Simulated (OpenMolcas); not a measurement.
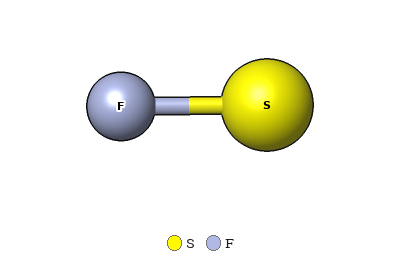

The molecule at the reference distance of 1.546 Å.

Run report: SF⁺, relativistic diatomic calculation (part 1 of 2)

- system: SF⁺.
- method: SA-CASSCF(8,6)/XMS-CASPT2 + RASSI spin-orbit (X2C scalar, AMFI), ANO-RCC-VTZP (OpenMolcas)

## Summary

```tsv
quantity	value
outcome	converged; components of a degenerate state are split by 62 cm⁻¹
lowest spin-free state	³Σ
lowest spin-orbit level	Ω = 0, −498.18037 hartree
next level	Ω = 1, 10 cm⁻¹
hardware	1 thread of Arm Neoverse V1, 24 GiB of memory available, shared host
wall time	13 s
```

## Remarks

To bear in mind: the two components of ¹Δ at 1.07 eV, degenerate in CASSCF as they must be, are split by 62 cm⁻¹ in XMS-CASPT2, an artefact that passes into its spin-orbit levels.

## Input
```
&GATEWAY
Coord
2
angstrom
S 0.0 0.0 0.0
F 0.0 0.0 1.5460
Basis=ANO-RCC-VTZP
Group=XY
RX2C
AMFI
ANGMom
0.0 0.0 0.0
RICD
&SEWARD
&GUESSORB
&RASSCF
FileOrb=$CurrDir/o31.orb
Symmetry=1
Spin=3
nActEl=8 0 0
Inactive=6 2
RAS2=2 4
CIRoot=4 4 1
Linear
Iterations=120 100
OrbListing=Nothing
PRWF=0.15
>>COPY $Project.RasOrb $CurrDir/o31.orb
>>COPY $Project.rasscf.h5 $CurrDir/r31.h5
&CASPT2
XMultistate=all
Imaginary=0.2
IPEA=0.25
MaxIter=40
>>COPY $Project.JobMix JOB001
&RASSCF
FileOrb=$CurrDir/o11.orb
Symmetry=1
Spin=1
nActEl=8 0 0
Inactive=6 2
RAS2=2 4
CIRoot=4 4 1
Linear
Iterations=120 100
OrbListing=Nothing
PRWF=0.15
>>COPY $Project.RasOrb $CurrDir/o11.orb
>>COPY $Project.rasscf.h5 $CurrDir/r11.h5
&CASPT2
XMultistate=all
Imaginary=0.2
IPEA=0.25
MaxIter=40
>>COPY $Project.JobMix JOB002
&RASSCF
FileOrb=$CurrDir/o32.orb
Symmetry=2
Spin=3
nActEl=8 0 0
Inactive=6 2
RAS2=2 4
CIRoot=2 2 1
Linear
Iterations=120 100
OrbListing=Nothing
PRWF=0.15
>>COPY $Project.RasOrb $CurrDir/o32.orb
>>COPY $Project.rasscf.h5 $CurrDir/r32.h5
&CASPT2
XMultistate=all
Imaginary=0.2
IPEA=0.25
MaxIter=40
>>COPY $Project.JobMix JOB003
&RASSI
Nr of JobIphs=3 4 4 2
1 2 3 4
1 2 3 4
1 2
SpinOrbit
EJob
Omega
MEES
MESO
Properties=4
'AngMom' 3 'Mltpl  1' 1 'Mltpl  1' 2 'Mltpl  1' 3
Thrs=1.0d-4
>>COPY $Project.rassi.h5 $CurrDir/so.h5
```

The first orbital files come from an earlier step.

Run as:
```bash
pymolcas m.inp (one call a module block, same work directory)
```

## The program's output (extracts)
```
++    Wave function specifications:
      Number of closed shell electrons          16
      Number of electrons in active shells       8
      Number of inactive orbitals                8
      Number of active orbitals                  6
      Number of secondary orbitals              50
      Spin quantum number                      1.0
      State symmetry                             1
++    Orbital specifications:
      Symmetry species                           1   2
                                                 a   b
      Frozen orbitals                            0   0
      Inactive orbitals                          6   2
      Active orbitals                            2   4
      RAS2 orbitals                              2   4
      Secondary orbitals                        26  24
      Number of basis functions                 34  30
      printout of CI-coefficients larger than  0.15 for root  1
      energy=    -497.819337
      conf/sym  11 2222     Coeff  Weight
            19  ud 22uu  -0.16991 0.02887
            22  02 22uu  -0.96863 0.93824
      printout of CI-coefficients larger than  0.15 for root  2
      energy=    -497.599374
      conf/sym  11 2222     Coeff  Weight
            23  02 2u2u   0.48620 0.23639
            24  02 2uu2  -0.50717 0.25722
            40  02 u22u  -0.50717 0.25722
            41  02 u2u2  -0.48620 0.23639
      printout of CI-coefficients larger than  0.15 for root  3
      energy=    -497.599374
      conf/sym  11 2222     Coeff  Weight
            23  02 2u2u  -0.50717 0.25722
            24  02 2uu2  -0.48620 0.23639
            40  02 u22u  -0.48620 0.23639
            41  02 u2u2   0.50717 0.25722
      printout of CI-coefficients larger than  0.15 for root  4
      energy=    -497.595423
      conf/sym  11 2222     Coeff  Weight
            24  02 2uu2   0.70259 0.49363
            40  02 u22u  -0.70259 0.49363
      Natural orbitals and occupation numbers for root  1
      sym 1:   0.038511   1.962664
      sym 2:   1.982671   1.982671   1.016741   1.016741
      Natural orbitals and occupation numbers for root  2
      sym 1:   0.018289   1.982692
      sym 2:   1.500443   1.500443   1.499066   1.499066
      Natural orbitals and occupation numbers for root  3
      sym 1:   0.018289   1.982692
      sym 2:   1.500443   1.500443   1.499066   1.499066
      Natural orbitals and occupation numbers for root  4
      sym 1:   0.018268   1.982763
      sym 2:   1.500405   1.500405   1.499080   1.499080
      RASSCF energy for state  4                   -497.59542290
::    RASSCF root number  1 Total energy:   -497.81933732
::    RASSCF root number  2 Total energy:   -497.59937385
::    RASSCF root number  3 Total energy:   -497.59937385
::    RASSCF root number  4 Total energy:   -497.59542290
      Von Neumann Entropy (Root   1) =  1.15369
++    Wave function specifications:
      Number of closed shell electrons           4
      Number of electrons in active shells       8
      Number of inactive orbitals                2
      Number of active orbitals                  6
      Number of secondary orbitals              50
      Spin quantum number                      1.0
      State symmetry                             1
      Number of CSFs                            49
      Number of CASSCF root(s) available         4
      CASPT2 state passed to geometry opt.       4
      A file JOBMIX will be created
      This is a MULTI-STATE CASSCF reference
      Number of CI roots used                    4
      These are:                                 1   2   3   4
      Off-diagonal elements of Heff are computed
  FINAL CASPT2 RESULT:
      Reference energy:        -497.8193373195
      E2 (Non-variational):      -0.3585532693
      Shift correction:          -0.0024282215
      E2 (Variational):          -0.3609814908
      Total energy:            -498.1803188103
      Reference weight:           0.90033
  FINAL CASPT2 RESULT:
      Reference energy:        -497.5993738519
      E2 (Non-variational):      -0.3149932257
      Shift correction:          -0.0011650547
      E2 (Variational):          -0.3161582803
      Total energy:            -497.9155321323
      Reference weight:           0.92456
  FINAL CASPT2 RESULT:
      Reference energy:        -497.5993738519
      E2 (Non-variational):      -0.3150504774
      Shift correction:          -0.0011657842
      E2 (Variational):          -0.3162162617
      Total energy:            -497.9155901136
      Reference weight:           0.92453
  FINAL CASPT2 RESULT:
      Reference energy:        -497.5954228991
      E2 (Non-variational):      -0.3150121546
      Shift correction:          -0.0011510861
      E2 (Variational):          -0.3161632406
      Total energy:            -497.9115861397
      Reference weight:           0.92473
       Total XMS-CASPT2 energies:
::    XMS-CASPT2 Root  1     Total energy:   -498.18031883
::    XMS-CASPT2 Root  2     Total energy:   -497.91559125
::    XMS-CASPT2 Root  3     Total energy:   -497.91553099
::    XMS-CASPT2 Root  4     Total energy:   -497.91158612
++    Wave function specifications:
      Number of closed shell electrons          16
      Number of electrons in active shells       8
      Number of inactive orbitals                8
      Number of active orbitals                  6
      Number of secondary orbitals              50
      Spin quantum number                      0.0
      State symmetry                             1
      printout of CI-coefficients larger than  0.15 for root  1
      energy=    -497.792017
      conf/sym  11 2222     Coeff  Weight
            34  02 22ud  -0.97684 0.95422
      printout of CI-coefficients larger than  0.15 for root  2
      energy=    -497.792017
      conf/sym  11 2222     Coeff  Weight
            33  02 2220  -0.69073 0.47711
            36  02 2202   0.69073 0.47711
      printout of CI-coefficients larger than  0.15 for root  3
      energy=    -497.753023
      conf/sym  11 2222     Coeff  Weight
            33  02 2220   0.68612 0.47077
            36  02 2202   0.68612 0.47077
      printout of CI-coefficients larger than  0.15 for root  4
      energy=    -497.592283
      conf/sym  11 2222     Coeff  Weight
            37  02 2ud2   0.69374 0.48127
            48  02 u22d  -0.69374 0.48127
      Natural orbitals and occupation numbers for root  1
      sym 1:   0.043053   1.958156
      sym 2:   1.979092   1.979092   1.020303   1.020303
      Natural orbitals and occupation numbers for root  2
      sym 1:   0.043053   1.958156
      sym 2:   1.979092   1.979092   1.020303   1.020303
      Natural orbitals and occupation numbers for root  3
      sym 1:   0.044583   1.957353
      sym 2:   1.967928   1.967928   1.031104   1.031104
      Natural orbitals and occupation numbers for root  4
      sym 1:   0.019713   1.982022
      sym 2:   1.501644   1.501644   1.497488   1.497488
      RASSCF energy for state  4                   -497.59228269
::    RASSCF root number  1 Total energy:   -497.79201674
::    RASSCF root number  2 Total energy:   -497.79201674
::    RASSCF root number  3 Total energy:   -497.75302287
::    RASSCF root number  4 Total energy:   -497.59228269
      Von Neumann Entropy (Root   1) =  1.16980
++    Wave function specifications:
      Number of closed shell electrons           4
      Number of electrons in active shells       8
      Number of inactive orbitals                2
      Number of active orbitals                  6
      Number of secondary orbitals              50
      Spin quantum number                      0.0
      State symmetry                             1
      Number of CSFs                            57
      Number of CASSCF root(s) available         4
      CASPT2 state passed to geometry opt.       4
      A file JOBMIX will be created
      This is a MULTI-STATE CASSCF reference
      Number of CI roots used                    4
      These are:                                 1   2   3   4
      Off-diagonal elements of Heff are computed
  FINAL CASPT2 RESULT:
      Reference energy:        -497.7920167432
      E2 (Non-variational):      -0.3470724297
      Shift correction:          -0.0017408390
      E2 (Variational):          -0.3488132687
      Total energy:            -498.1408300118
      Reference weight:           0.91107
  FINAL CASPT2 RESULT:
      Reference energy:        -497.7920167432
      E2 (Non-variational):      -0.3473356476
      Shift correction:          -0.0017576568
      E2 (Variational):          -0.3490933044
      Total energy:            -498.1411100476
      Reference weight:           0.91078
  FINAL CASPT2 RESULT:
      Reference energy:        -497.7530228736
      E2 (Non-variational):      -0.3497454910
      Shift correction:          -0.0017970011
      E2 (Variational):          -0.3515424921
      Total energy:            -498.1045653658
      Reference weight:           0.90891
  FINAL CASPT2 RESULT:
      Reference energy:        -497.5922826895
      E2 (Non-variational):      -0.3385602471
      Shift correction:          -0.0018855027
      E2 (Variational):          -0.3404457498
      Total energy:            -497.9327284393
      Reference weight:           0.90877
       Total XMS-CASPT2 energies:
::    XMS-CASPT2 Root  1     Total energy:   -498.14111020
::    XMS-CASPT2 Root  2     Total energy:   -498.14082986
::    XMS-CASPT2 Root  3     Total energy:   -498.10456537
::    XMS-CASPT2 Root  4     Total energy:   -497.93272844
++    Wave function specifications:
      Number of closed shell electrons          16
      Number of electrons in active shells       8
      Number of inactive orbitals                8
      Number of active orbitals                  6
      Number of secondary orbitals              50
      Spin quantum number                      1.0
      State symmetry                             2
      printout of CI-coefficients larger than  0.15 for root  1
      energy=    -497.631968
      conf/sym  11 2222     Coeff  Weight
            12  u2 220u   0.94347 0.89014
            15  u2 202u  -0.16185 0.02620
      printout of CI-coefficients larger than  0.15 for root  2
      energy=    -497.631968
      conf/sym  11 2222     Coeff  Weight
            10  u2 22u0   0.94347 0.89014
            47  u2 02u2   0.16185 0.02620
      Natural orbitals and occupation numbers for root  1
      sym 1:   1.018210   1.980691
      sym 2:   1.975154   1.880605   0.122121   1.023217
      Natural orbitals and occupation numbers for root  2
      sym 1:   1.018210   1.980691
      sym 2:   1.880605   1.975154   1.023217   0.122121
      RASSCF energy for state  2                   -497.63196796
::    RASSCF root number  1 Total energy:   -497.63196796
::    RASSCF root number  2 Total energy:   -497.63196796
      Von Neumann Entropy (Root   1) =  1.35199
++    Wave function specifications:
      Number of closed shell electrons           4
      Number of electrons in active shells       8
      Number of inactive orbitals                2
      Number of active orbitals                  6
      Number of secondary orbitals              50
      Spin quantum number                      1.0
      State symmetry                             2
      Number of CSFs                            56
      Number of CASSCF root(s) available         2
      CASPT2 state passed to geometry opt.       2
      A file JOBMIX will be created
      This is a MULTI-STATE CASSCF reference
      Number of CI roots used                    2
      These are:                                 1   2
      Off-diagonal elements of Heff are computed
  FINAL CASPT2 RESULT:
      Reference energy:        -497.6319679614
      E2 (Non-variational):      -0.3619717215
      Shift correction:          -0.0020583976
      E2 (Variational):          -0.3640301191
      Total energy:            -497.9959980805
      Reference weight:           0.90510
  FINAL CASPT2 RESULT:
      Reference energy:        -497.6319679613
      E2 (Non-variational):      -0.3619717254
      Shift correction:          -0.0020583980
      E2 (Variational):          -0.3640301234
      Total energy:            -497.9959980847
      Reference weight:           0.90510
       Total XMS-CASPT2 energies:
::    XMS-CASPT2 Root  1     Total energy:   -497.99599808
::    XMS-CASPT2 Root  2     Total energy:   -497.99599808
  SPIN-FREE ENERGIES:
  (Shifted by EMIN (a.u.) =       -498.1803188340)
 SF State       Relative EMIN(au)   Rel lowest level(eV)    D:o, cm**(-1)      Abs_M
     1             0.0000000000        0.0000000000              0.0000         0.0
     5             0.0392086304        1.0669211862           8605.2997         2.0
     6             0.0394889783        1.0745498399           8666.8289         2.0
     7             0.0757534678        2.0613568705          16625.9644         0.0
     9             0.1843207493        5.0156231015          40453.7285         1.0
    10             0.1843207537        5.0156232209          40453.7295         1.0
     8             0.2475903952        6.7372778749          54339.8107         0.0
     2             0.2647275815        7.2036044709          58100.9884         2.0
     3             0.2647878406        7.2052442048          58114.2137         2.0
     4             0.2687327180        7.3125897866          58980.0142         0.0
```

(Continued in part 2.)
